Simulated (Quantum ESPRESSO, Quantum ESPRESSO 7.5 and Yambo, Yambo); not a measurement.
# A GW chain in Yambo: SiC (F-43m)

Wanted: ground state, empty states, screening and self-energy for SiC (F-43m).

Program: Quantum ESPRESSO 7.5 and Yambo 5.3.0. Level of theory: PBE and many-body steps on it, plane waves. Results are calculated unless marked as measured.

**Experimental background.**

- Gap 2.39 eV: band gap at cryogenic temperature; bulk crystal (literature value) (quoted in “Silicon carbide diodes for neutron detection”, 2020, arxiv:2009.14696).

- Gap 2.4 eV: Tauc optical (indirect) gap of annealed polycrystalline 3C-SiC; UV-VIS spectroscopic ellipsometry, Tauc analysis; film (CVD ultrathin polycrystalline film, annealed, about 5 nm grains) (“On-Demand CMOS-Compatible Fabrication of Ultrathin Self-Aligned SiC Nanowire Arrays”, 2018, pmc:6267454).

## (1) The structure

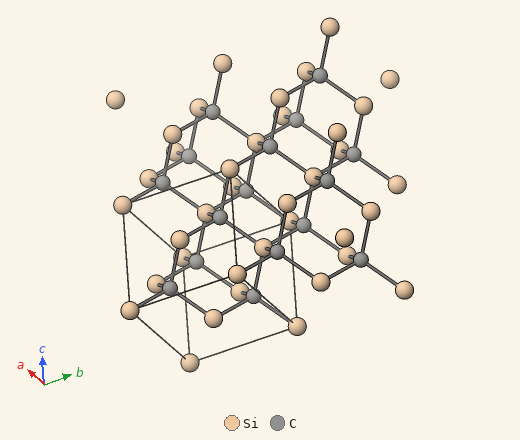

The starting structure, seen from a free direction (silicon light orange, carbon grey). 1×2×2 cells are drawn. This picture shows the conventional cell, with its axes. Bonds to atoms that aren't drawn are left out. Some periodic images of atoms are drawn too.

The cell and positions come from the Crystallography Open Database and are kept as given unless a step says otherwise.

## (2) Ground state

This step: Quantum ESPRESSO 7.5; DFT, PBE, plane waves, norm-conserving pseudopotentials.

The ground-state density comes first.

Input file pw.in:

```
&control
  calculation = 'scf'
  prefix = 'x'
  outdir = 'o'
  pseudo_dir = 'pseudo'
/
&system
  ibrav = 0
  nat = 2
  ntyp = 2
  ecutwfc = 74.0
  nbnd = 9
  force_symmorphic = .true.
/
&electrons
  conv_thr = 1e-10
  electron_maxstep = 80
  mixing_beta = 0.5
/
ATOMIC_SPECIES
  Si 28.085 Si.upf
  C 12.011 C.upf
CELL_PARAMETERS angstrom
  -0.0000000000 2.1790000000 2.1790000000
  2.1790000000 -0.0000000000 2.1790000000
  2.1790000000 2.1790000000 -0.0000000000
ATOMIC_POSITIONS crystal
  Si 0.0000000000 0.0000000000 0.0000000000
  C 0.2500000000 0.2500000000 0.2500000000
K_POINTS automatic
  8 8 8 0 0 0
```

The run is started by

```bash
$ OMP_NUM_THREADS=1 mpirun -n 4 pw.x -nk 4 -in pw.in > pw.out
```

The program printed:

```text
Program PWSCF v.7.5 starts

     This program is part of the open-source Quantum ESPRESSO suite
     for quantum simulation of materials; please cite
         "P. Giannozzi et al., J. Phys.:Condens. Matter 21 395502 (2009);
         "P. Giannozzi et al., J. Phys.:Condens. Matter 29 465901 (2017);
         "P. Giannozzi et al., J. Chem. Phys. 152 154105 (2020);
     in publications or presentations arising from this work. More details at
     Message from routine setup:
     using ibrav=0 with symmetry is DISCOURAGED, use correct ibrav instead

     G-vector sticks info

     bravais-lattice index     =            0
     lattice parameter (alat)  =       5.8233  a.u.
     unit-cell volume          =     139.6363 (a.u.)^3
     number of atoms/cell      =            2
     number of atomic types    =            2
     number of electrons       =         8.00
     number of Kohn-Sham states=            9
     kinetic-energy cutoff     =      74.0000  Ry
     charge density cutoff     =     296.0000  Ry
     scf convergence threshold =      1.0E-10
     mixing beta               =       0.5000
     number of iterations used =            8  plain     mixing
     Exchange-correlation= PBE
                           (   1   4   3   4   0   0   0)

     celldm(1)=   5.823326  celldm(2)=   0.000000  celldm(3)=   0.000000
     celldm(4)=   0.000000  celldm(5)=   0.000000  celldm(6)=   0.000000

     crystal axes: (cart. coord. in units of alat)
               a(1) = (  -0.000000   0.707107   0.707107 )
               a(2) = (   0.707107  -0.000000   0.707107 )
               a(3) = (   0.707107   0.707107  -0.000000 )

     reciprocal axes: (cart. coord. in units 2 pi/alat)
               b(1) = ( -0.707107  0.707107  0.707107 )
               b(2) = (  0.707107 -0.707107  0.707107 )
               b(3) = (  0.707107  0.707107 -0.707107 )
     Pseudo is Norm-conserving + core correction, Zval =  4.0
     Generated using ONCVPSP code by D. R. Hamann
     Using radial grid of 1510 points,  6 beta functions with:
     Pseudo is Norm-conserving + core correction, Zval =  4.0
     Generated using ONCVPSP code by D. R. Hamann
     Using radial grid of 1248 points,  4 beta functions with:
     Si                4.00    28.08500     Si( 1.00)
     C                 4.00    12.01100     C ( 1.00)

     24 Sym. Ops. (no inversion) found

   Cartesian axes

     site n.     atom                  positions (alat units)
         1        Si     tau(   1) = (   0.0000000   0.0000000   0.0000000  )
         2        C      tau(   2) = (   0.3535534   0.3535534   0.3535534  )

     number of k points=    29
                       cart. coord. in units 2pi/alat
        k(    1) = (   0.0000000   0.0000000   0.0000000), wk =   0.0039062
        k(    2) = (   0.0883883   0.0883883  -0.0883883), wk =   0.0312500
        k(    3) = (   0.1767767   0.1767767  -0.1767767), wk =   0.0312500
        k(    4) = (   0.2651650   0.2651650  -0.2651650), wk =   0.0312500
        k(    5) = (  -0.3535534  -0.3535534   0.3535534), wk =   0.0156250
        k(    6) = (   0.1767767   0.0000000   0.0000000), wk =   0.0234375
        k(    7) = (   0.2651650   0.0883883  -0.0883883), wk =   0.0937500
        k(    8) = (   0.3535534   0.1767767  -0.1767767), wk =   0.0937500
        k(    9) = (  -0.2651650  -0.4419417   0.4419417), wk =   0.0937500
        k(   10) = (  -0.1767767  -0.3535534   0.3535534), wk =   0.0937500
     [... 17 further rows ...]
        k(   28) = (  -0.7071068   0.1767767  -0.0000000), wk =   0.0468750
        k(   29) = (  -0.7071068   0.3535534   0.0000000), wk =   0.0234375

     Dense  grid:    12039 G-vectors     FFT dimensions: (  32,  32,  32)

     Initial potential from superposition of free atoms

     starting charge       7.9993, renormalised to       8.0000
     Starting wfcs are    8 randomized atomic wfcs +    1 random wfcs

     per-process dynamical memory:    12.4 Mb

     Self-consistent Calculation

     iteration #  1     ecut=    74.00 Ry     beta= 0.50

     total energy              =     -20.43216194 Ry
     estimated scf accuracy    <       0.43894269 Ry

     iteration #  2     ecut=    74.00 Ry     beta= 0.50

     total energy              =     -20.53629401 Ry
     estimated scf accuracy    <       0.02290293 Ry

     iteration #  3     ecut=    74.00 Ry     beta= 0.50

     total energy              =     -20.53952027 Ry
     estimated scf accuracy    <       0.00318449 Ry

     iteration #  4     ecut=    74.00 Ry     beta= 0.50

     total energy              =     -20.53966953 Ry
     estimated scf accuracy    <       0.00028107 Ry

     iteration #  5     ecut=    74.00 Ry     beta= 0.50

     total energy              =     -20.53974159 Ry
     estimated scf accuracy    <       0.00000977 Ry

     iteration #  6     ecut=    74.00 Ry     beta= 0.50

     total energy              =     -20.53974430 Ry
     estimated scf accuracy    <       0.00000040 Ry

     iteration #  7     ecut=    74.00 Ry     beta= 0.50

     total energy              =     -20.53974433 Ry
     estimated scf accuracy    <       0.00000008 Ry

     iteration #  8     ecut=    74.00 Ry     beta= 0.50

     total energy              =     -20.53974435 Ry
     estimated scf accuracy    <          1.1E-09 Ry

     iteration #  9     ecut=    74.00 Ry     beta= 0.50

     total energy              =     -20.53974435 Ry
     estimated scf accuracy    <          2.9E-10 Ry

     iteration # 10     ecut=    74.00 Ry     beta= 0.50

     End of self-consistent calculation

          k = 0.0000 0.0000 0.0000 (  1459 PWs)   bands (ev):

    -5.9135   9.4961   9.4961   9.4961  15.7194  16.8073  16.8073  16.8073
    24.0247

          k = 0.0884 0.0884-0.0884 (  1468 PWs)   bands (ev):

    -5.6090   8.0101   9.2947   9.2947  15.9644  17.1576  17.1576  17.3274
    22.8086

          k = 0.1768 0.1768-0.1768 (  1489 PWs)   bands (ev):

    -4.7185   5.1994   8.8888   8.8888  15.4830  17.4074  17.4074  18.8439
    22.6373

          k = 0.2652 0.2652-0.2652 (  1498 PWs)   bands (ev):

     [... further k-points ...]

     highest occupied, lowest unoccupied level (ev):     9.4961   10.8574

!    total energy              =     -20.53974435 Ry
     estimated scf accuracy    <          2.7E-12 Ry

     The total energy is the sum of the following terms:
     one-electron contribution =       5.61544871 Ry
     hartree contribution      =       2.33399995 Ry
     xc contribution           =      -7.55797124 Ry
     ewald contribution        =     -20.93122177 Ry

     convergence has been achieved in  10 iterations

     XML data file, charge density, pseudopotentials, collected wavefunctions

=------------------------------------------------------------------------------=
   JOB DONE.
=------------------------------------------------------------------------------=
```

It took 2 s on 4 MPI ranks of Arm Neoverse V1, shared host; peak memory 0.16 GiB.

Numbers from this step:

```
total energy               : -279.4575 eV
gap                        : 1.361 eV
k of the valence top       : 0, 0, 0
k of the conduction bottom : 0, -0.5, -0.5
least direct gap           : 4.553 eV
```

The gap is indirect, with the least direct gap 3.19 eV higher.

## (3) Bands along the symmetry lines

The cheap functional maps the bands first; the places of the edges decide which points the dearer methods must see.

Input file pw.in:

```
&control
  calculation = 'bands'
  prefix = 'x'
  outdir = 'o'
  pseudo_dir = 'pseudo'
/
&system
  ibrav = 0
  nat = 2
  ntyp = 2
  ecutwfc = 74.0
  nbnd = 10
  force_symmorphic = .true.
/
&electrons
  conv_thr = 1e-9
  electron_maxstep = 80
  diago_full_acc = .true.
  diago_thr_init = 5e-6
/
ATOMIC_SPECIES
  Si 28.085 Si.upf
  C 12.011 C.upf
CELL_PARAMETERS angstrom
  -0.0000000000 2.1790000000 2.1790000000
  2.1790000000 -0.0000000000 2.1790000000
  2.1790000000 2.1790000000 -0.0000000000
ATOMIC_POSITIONS crystal
  Si 0.0000000000 0.0000000000 0.0000000000
  C 0.2500000000 0.2500000000 0.2500000000
K_POINTS crystal
  50
  0.00000000 0.00000000 0.00000000 1
  -0.06250000 -0.06250000 0.00000000 1
  -0.12500000 -0.12500000 0.00000000 1
  -0.18750000 -0.18750000 0.00000000 1
  -0.25000000 -0.25000000 0.00000000 1
  -0.31250000 -0.31250000 0.00000000 1
  -0.37500000 -0.37500000 0.00000000 1
  -0.43750000 -0.43750000 0.00000000 1
  -0.50000000 -0.50000000 0.00000000 1
  -0.48437500 -0.48437500 0.03125000 1
  -0.46875000 -0.46875000 0.06250000 1
  -0.45312500 -0.45312500 0.09375000 1
  -0.43750000 -0.43750000 0.12500000 1
  -0.42187500 -0.42187500 0.15625000 1
  -0.40625000 -0.40625000 0.18750000 1
  -0.39062500 -0.39062500 0.21875000 1
  -0.37500000 -0.37500000 0.25000000 1
  -0.37500000 0.00000000 0.37500000 1
  -0.32812500 0.00000000 0.32812500 1
  -0.28125000 0.00000000 0.28125000 1
  -0.23437500 0.00000000 0.23437500 1
  -0.18750000 0.00000000 0.18750000 1
  -0.14062500 0.00000000 0.14062500 1
  -0.09375000 0.00000000 0.09375000 1
  -0.04687500 0.00000000 0.04687500 1
  0.00000000 0.00000000 0.00000000 1
  0.00000000 0.00000000 0.06250000 1
  0.00000000 0.00000000 0.12500000 1
  0.00000000 0.00000000 0.18750000 1
  0.00000000 0.00000000 0.25000000 1
  0.00000000 0.00000000 0.31250000 1
  0.00000000 0.00000000 0.37500000 1
  0.00000000 0.00000000 0.43750000 1
  0.00000000 0.00000000 0.50000000 1
  -0.06250000 -0.03125000 0.46875000 1
  -0.12500000 -0.06250000 0.43750000 1
  -0.18750000 -0.09375000 0.40625000 1
  -0.25000000 -0.12500000 0.37500000 1
  -0.31250000 -0.15625000 0.34375000 1
  -0.37500000 -0.18750000 0.31250000 1
  -0.43750000 -0.21875000 0.28125000 1
  -0.50000000 -0.25000000 0.25000000 1
  -0.50000000 -0.28125000 0.21875000 1
  -0.50000000 -0.31250000 0.18750000 1
  -0.50000000 -0.34375000 0.15625000 1
  -0.50000000 -0.37500000 0.12500000 1
  -0.50000000 -0.40625000 0.09375000 1
  -0.50000000 -0.43750000 0.06250000 1
  -0.50000000 -0.46875000 0.03125000 1
  -0.50000000 -0.50000000 0.00000000 1
```

The program printed:

```text
[banner, memory and clock lines left out]
Program PWSCF v.7.5 starts

     Atomic positions and unit cell read from directory:
     o/x.save/

     Message from routine setup:
     using ibrav=0 with symmetry is DISCOURAGED, use correct ibrav instead

     G-vector sticks info

     bravais-lattice index     =            0
     lattice parameter (alat)  =       5.8233  a.u.
     unit-cell volume          =     139.6363 (a.u.)^3
     number of atoms/cell      =            2
     number of atomic types    =            2
     number of electrons       =         8.00
     number of Kohn-Sham states=           10
     kinetic-energy cutoff     =      74.0000  Ry
     charge density cutoff     =     296.0000  Ry
     Exchange-correlation= PBE
                           (   1   4   3   4   0   0   0)

     celldm(1)=   5.823326  celldm(2)=   0.000000  celldm(3)=   0.000000
     celldm(4)=   0.000000  celldm(5)=   0.000000  celldm(6)=   0.000000

     crystal axes: (cart. coord. in units of alat)
               a(1) = (  -0.000000   0.707107   0.707107 )
               a(2) = (   0.707107  -0.000000   0.707107 )
               a(3) = (   0.707107   0.707107  -0.000000 )

     reciprocal axes: (cart. coord. in units 2 pi/alat)
               b(1) = ( -0.707107  0.707107  0.707107 )
               b(2) = (  0.707107 -0.707107  0.707107 )
               b(3) = (  0.707107  0.707107 -0.707107 )
     Pseudo is Norm-conserving + core correction, Zval =  4.0
     Generated using ONCVPSP code by D. R. Hamann
     Using radial grid of 1510 points,  6 beta functions with:
     Pseudo is Norm-conserving + core correction, Zval =  4.0
     Generated using ONCVPSP code by D. R. Hamann
     Using radial grid of 1248 points,  4 beta functions with:
     Si                4.00    28.08500     Si( 1.00)
     C                 4.00    12.01100     C ( 1.00)

     24 Sym. Ops. (no inversion) found

   Cartesian axes

     site n.     atom                  positions (alat units)
         1        Si     tau(   1) = (   0.0000000   0.0000000   0.0000000  )
         2        C      tau(   2) = (   0.3535534   0.3535534   0.3535534  )

     number of k points=    50
                       cart. coord. in units 2pi/alat
        k(    1) = (   0.0000000   0.0000000   0.0000000), wk =   0.0400000
        k(    2) = (   0.0000000   0.0000000  -0.0883883), wk =   0.0400000
        k(    3) = (   0.0000000   0.0000000  -0.1767767), wk =   0.0400000
[...]
[... 38 further rows ...]
        k(   49) = (   0.0441942  -0.0000000  -0.7071068), wk =   0.0400000
        k(   50) = (   0.0000000   0.0000000  -0.7071068), wk =   0.0400000

     Dense  grid:    12039 G-vectors     FFT dimensions: (  32,  32,  32)

     The potential is recalculated from file :
     o/x.save/charge-density

     Starting wfcs are    8 randomized atomic wfcs +    2 random wfcs

     Band Structure Calculation

     End of band structure calculation

          k = 0.0000 0.0000 0.0000 (  1459 PWs)   bands (ev):

    -5.9135   9.4961   9.4961   9.4961  15.7194  16.8074  16.8074  16.8074
    24.0247  24.0247

          k = 0.0000 0.0000-0.0884 (  1463 PWs)   bands (ev):

    -5.8116   9.1780   9.2976   9.2976  15.9821  16.5572  17.0972  17.0972
    22.7759  24.1392

          k = 0.0000 0.0000-0.1768 (  1483 PWs)   bands (ev):

    -5.5074   8.3793   8.7981   8.7981  15.6821  16.7096  17.8632  17.8632
    21.0093  24.4815

          k =-0.0000 0.0000-0.2652 (  1483 PWs)   bands (ev):

[...]
k = 0.0000 0.0000-0.3536 (  1491 PWs)   bands (ev):

[...]
k = 0.0000-0.0000-0.4419 (  1495 PWs)   bands (ev):

[...]
k =-0.0000 0.0000-0.5303 (  1512 PWs)   bands (ev):

[...]
k = 0.0000-0.0000-0.6187 (  1508 PWs)   bands (ev):

[...]
k = 0.5303-0.0000-0.5303 (  1514 PWs)   bands (ev):

[...]
k = 0.0000 0.0000 0.0000 (  1459 PWs)   bands (ev):

[...]
k = 0.1326 0.0000-0.7071 (  1510 PWs)   bands (ev):

[...]
k = 0.0884-0.0000-0.7071 (  1518 PWs)   bands (ev):

[...]
k = 0.0442-0.0000-0.7071 (  1516 PWs)   bands (ev):

    -0.8889   1.7141   6.2251   6.2343  10.9909  13.9495  23.3378  23.5034
    24.1814  29.2235

          k = 0.0000 0.0000-0.7071 (  1524 PWs)   bands (ev):

    -0.8969   1.6936   6.3045   6.3045  10.8574  13.8294  23.4966  23.4966
    24.2654  29.5334

     XML data file, pseudopotentials, collected wavefunctions
```

The job ended after 1.5 s (4 MPI ranks; peak memory 0.05 GiB).

This step gave:

```yaml
gap: 1.361 eV
k_of_the_valence_top: 0, 0, 0
k_of_the_conduction_bottom: -0.5, -0.5, 0
least_direct_gap: 4.553 eV
```

The gap is 1.361 eV, as in the run before at this level.

The electronic bands at the labelled points (eV, zero at the top of the highest filled band; v1 is the highest filled band, c1 the lowest empty one):

```csv
point,v4,v3,v2,v1,c1,c2,c3,c4
Γ,-15.41,0.00,0.00,0.00,6.22,7.31,7.31,7.31
X,-10.39,-7.80,-3.19,-3.19,1.36,4.33,14.00,14.00
U,-10.39,-7.28,-5.55,-2.60,3.11,7.78,11.84,12.45
jump to K,-10.39,-7.28,-5.55,-2.60,3.11,7.78,11.84,12.45
Γ,-15.41,0.00,0.00,0.00,6.22,7.31,7.31,7.31
L,-11.84,-8.54,-1.05,-1.05,5.43,7.23,7.23,10.05
W,-10.16,-7.03,-4.99,-4.69,5.21,9.44,9.45,9.79
X,-10.39,-7.80,-3.19,-3.19,1.36,4.33,14.00,14.00
```

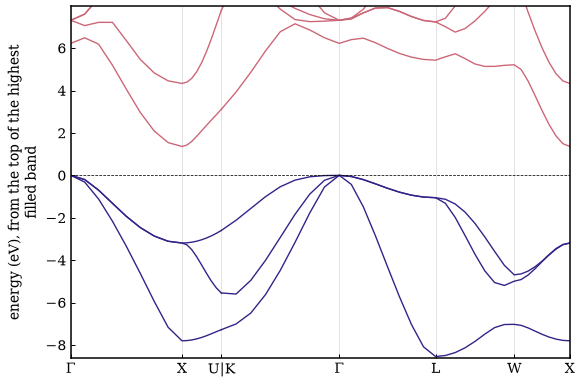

Electronic bands along the path; lines of filled and empty bands in two colours.

(Part 1 of 3 ends here.)

[Paths, hosts, dates, memory and timing lines, banners, echoed tables and standing remarks are left out of the program output.]

[Logs are printed without paths, hosts, clocks, repeated set-up lines and the standing remarks that a program may print on its own settings, such as how far it seeks lower states.]

[Runs of the session that timed out or met a known fault of the program may be left out.]

[Hosts, paths, dates, database ids (printed as entryN), source tags and the programs' standing remarks are cut or masked in the printed files.]
